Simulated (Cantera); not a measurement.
Input: 1 mol C₂H₆, 0.6 mol O₂, 0.97 mol H₂, at 2750 °C.

These are equilibrium values from Cantera (NASA tables, ideal gas, pure condensed phases), not measurements of a reactor. Candidate condensed phases: C, C₆H₆, C₇H₈, C₈H₁₈, H₂O; 110 gas species. The ideal-gas law is rough above about 30 bar. Equilibrium is a limit: real reactors are often held back by kinetics, nucleation or transport.

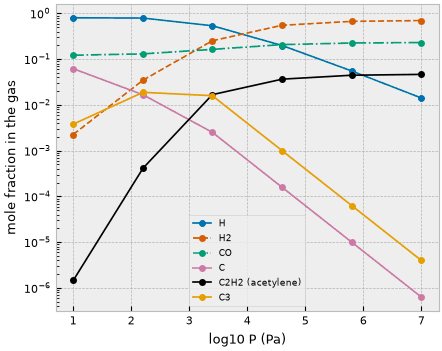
Figure. Equilibrium gas composition (values under 1e-9 drawn at 1e-9)

From 0.000100 bar to 0.00160 bar nothing is condensed. From 0.0250 bar to 100 bar the condensed part is C(graphite). The main C-bearing gas is CO throughout.
